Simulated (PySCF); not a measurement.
# AlH3F− (SMILES [H][Al-]([H])([H])[F]) at B3LYP/STO-3G

Aim: the vertical ionisation energy of AlH3F− at B3LYP/STO-3G, from 2 runs. Input form: a Python script.

Program for the calculation: PySCF 2.14.0.

13 further runs of the same task are left out: 1 that didn't finish, 12 set aside as unsound or not needed.

### Step 1. The structure to begin with

AlH3F− has 5 atoms, charge -1, and is taken as a singlet. As SMILES, `[H][Al-]([H])([H])[F]`. Geometry: a GFN2-xTB relaxation, a rough one for these elements and not checked as a minimum.

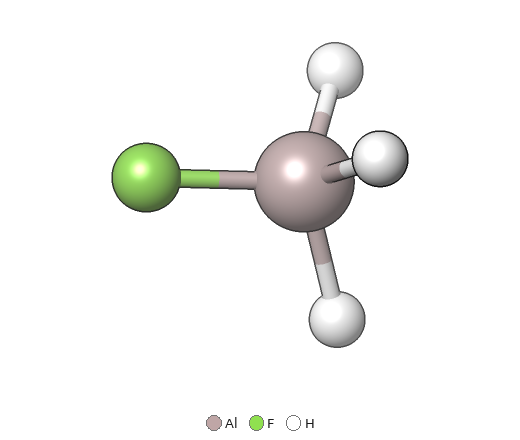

Viewed from a chosen angle; aluminium light grey, fluorine green, hydrogen white.

### Step 2. A single-point energy at B3LYP/STO-3G

Contents of run.py:

```python
from pyscf import gto, dft

mol = gto.Mole()
mol.atom = '''
Al  -0.000570   0.000210  -0.037540
F    0.011440  -0.019350   1.657940
H    1.529880   0.011490  -0.550320
H   -0.774560   1.332620  -0.519830
H   -0.766190  -1.324970  -0.550240
'''
mol.max_memory = 1860
mol.verbose = 4
mol.charge = -1
mol.spin = 0
mol.basis = 'sto-3g'
mol.build()

calc0 = dft.RKS(mol)
calc0.xc = 'b3lyp'
calc0.conv_tol = 1e-10
calc0.grids.level = 5
calc0.kernel()
if not calc0.converged:
    calc0 = calc0.newton().run(calc0.mo_coeff, calc0.mo_occ)

etot = calc0.e_tot
print(f'total energy: {etot:.8f} hartree')
```

On the command line:

```
OMP_NUM_THREADS=1 python run.py
```

The program printed:

```text
PySCF version 2.14.0

[INPUT] num. atoms = 5
[INPUT] num. electrons = 26
[INPUT] charge = -1
[INPUT] spin (= nelec alpha-beta = 2S) = 0
[INPUT] symmetry False subgroup None
[INPUT] Mole.unit = angstrom
[INPUT] Symbol           X                Y                Z      unit          X                Y                Z       unit  Magmom
[INPUT]  1 Al    -0.000570000000   0.000210000000  -0.037540000000 AA   -0.001077143891   0.000396842486  -0.070940318716 Bohr   0.0
[INPUT]  2 F      0.011440000000  -0.019350000000   1.657940000000 AA    0.021618466865  -0.036566200510   3.133052530961 Bohr   0.0
[INPUT]  3 H      1.529880000000   0.011490000000  -0.550320000000 AA    2.891054203450   0.021712953171  -1.039954080871 Bohr   0.0
[INPUT]  4 H     -0.774560000000   1.332620000000  -0.519830000000 AA   -1.463706267043   2.518286828118  -0.982336331333 Bohr   0.0
[INPUT]  5 H     -0.766190000000  -1.324970000000  -0.550240000000 AA   -1.447889259381  -2.503830423265  -1.039802902781 Bohr   0.0

nuclear repulsion = 55.2259527091133
number of shells = 11
number of NR pGTOs = 51
number of NR cGTOs = 17
basis = sto-3g
ecp = {}

******** <class 'pyscf.dft.rks.RKS'> ********
method = RKS
initial guess = minao
damping factor = 0
level_shift factor = 0
DIIS = <class 'pyscf.scf.diis.CDIIS'>
diis_start_cycle = 1
diis_space = 8
diis_damp = 0
SCF conv_tol = 1e-10
SCF conv_tol_grad = None
SCF max_cycles = 50
direct_scf = True
direct_scf_tol = 1e-13
XC library pyscf.dft.libxc version 7.0.0
    S. Lehtola, C. Steigemann, M. J.T. Oliveira, and M. A.L. Marques.,  SoftwareX 7, 1–5 (2018)
XC functionals = b3lyp
    P. J. Stephens, F. J. Devlin, C. F. Chabalowski, and M. J. Frisch.,  J. Phys. Chem. 98, 11623 (1994)
radial grids:
    Treutler-Ahlrichs [JCP 102, 346 (1995); DOI:10.1063/1.469408] (M4) radial grids

becke partition: Becke, JCP 88, 2547 (1988); DOI:10.1063/1.454033
pruning grids: <function nwchem_prune>
grids dens level: 5
symmetrized grids: False
atomic radii adjust function: <function treutler_atomic_radii_adjust>
small_rho_cutoff = 0
Set gradient conv threshold to 1e-05
Initial guess from minao.
tot grids = 157552
init E= -339.276791472447
  HOMO = -0.316105499701762  LUMO = 0.151469368771234  gap/eV = 12.72336
cycle= 1 E= -339.533498820238  delta_E= -0.257  |g|= 0.351  |ddm|= 2.13
  HOMO = 0.304569771742957  LUMO = 0.598448075322576  gap/eV = 7.99684
cycle= 2 E= -339.53338442114  delta_E= 0.000114  |g|= 0.418  |ddm|= 1.32
  HOMO = 0.16914158499898  LUMO = 0.621208612101835  gap/eV = 12.30137
cycle= 3 E= -339.594411064146  delta_E= -0.061  |g|= 0.0125  |ddm|= 0.643
  HOMO = 0.167629670681358  LUMO = 0.622508236372016  gap/eV = 12.37788
cycle= 4 E= -339.594458783606  delta_E= -4.77e-05  |g|= 0.00425  |ddm|= 0.0241
  HOMO = 0.16558924867369  LUMO = 0.622265785841413  gap/eV = 12.42680
cycle= 5 E= -339.594466700064  delta_E= -7.92e-06  |g|= 0.000183  |ddm|= 0.00856
  HOMO = 0.16565343061533  LUMO = 0.622302747617149  gap/eV = 12.42606
cycle= 6 E= -339.594466716841  delta_E= -1.68e-08  |g|= 1.63e-05  |ddm|= 0.000396
  HOMO = 0.16566217476709  LUMO = 0.622301804096968  gap/eV = 12.42580
cycle= 7 E= -339.594466716955  delta_E= -1.14e-10  |g|= 7.64e-07  |ddm|= 2.88e-05
  HOMO = 0.165662542207015  LUMO = 0.62230179920126  gap/eV = 12.42579
cycle= 8 E= -339.594466716955  delta_E= -1.14e-13  |g|= 4.36e-08  |ddm|= 1.67e-06
  HOMO = 0.165662525724435  LUMO = 0.622301795156142  gap/eV = 12.42579
Extra cycle  E= -339.594466716956  delta_E= -5.12e-13  |g|= 2.2e-08  |ddm|= 1.43e-07
converged SCF energy = -339.594466716956
total energy: -339.59446672 hartree
```

Wall time 2 s (1 thread of Arm Neoverse V2, shared host); peak memory 0.19 GiB.

### Step 3. Doublet neutral AlH3F, same level

Contents of calc.py:

```python
from pyscf import gto, dft

mol = gto.M(
    atom='''
Al      -0.000570       0.000210      -0.037540
F        0.011440      -0.019350       1.657940
H        1.529880       0.011490      -0.550320
H       -0.774560       1.332620      -0.519830
H       -0.766190      -1.324970      -0.550240
''',
    basis='sto-3g',
    max_memory=1860,
    spin=1,
    verbose=3,
)

mf = dft.UKS(mol)
mf.xc = 'b3lyp'
mf.conv_tol = 1e-10
mf.grids.level = 5
mf.kernel()
if not mf.converged:
    mf = mf.newton().run(mf.mo_coeff, mf.mo_occ)

energy = mf.e_tot
print('E(%s) = %.9f' % ('B3LYP', energy))
```

On the command line:

```
OMP_NUM_THREADS=1 python calc.py
```

The program printed:

```text
WARN: HOMO 0.0723627375179931 >= LUMO 0.0726666256210184

converged SCF energy = -339.607286444686  <S^2> = 0.75670595  2S+1 = 2.0066947
E(B3LYP) = -339.607286445
```

It took 5.7 s on 1 thread of Arm Neoverse V2, shared host; peak memory 0.2 GiB.

### Step 4. Results

At B3LYP/STO-3G:

| quantity | value |
| --- | --- |
| singlet AlH3F−: total energy | -339.59447 Eh |
| singlet AlH3F−: HOMO energy | 4.51 eV |
| singlet AlH3F−: LUMO energy | 16.93 eV |
| singlet AlH3F−: HOMO–LUMO gap (to an unbound level, set by the basis) | 12.43 eV |
| doublet neutral AlH3F: total energy | -339.60729 Eh |
| doublet neutral AlH3F: dipole moment | 1.28 D |
| doublet neutral AlH3F: HOMO energy (highest over α and β) | -4.70 eV |
| doublet neutral AlH3F: LUMO energy (lowest over α and β) | -3.34 eV |
| doublet neutral AlH3F: ⟨S²⟩ | 0.757 |
| vertical detachment energy (to the doublet neutral) | -0.349 eV |

In words: The species is unbound against losing an electron at this level, by 0.35 eV (−33.7 kJ/mol); missing correlation or diffuse functions can give that sign where the real anion is bound. In a minimal basis such a difference can be off by several eV, whatever the method. Mulliken charges (singlet AlH3F−) run from -0.40 on F2 to +0.57 on Al1. The HOMO (singlet AlH3F−) lies at positive energy, 4.51 eV; only total energies tell whether the electron is bound.
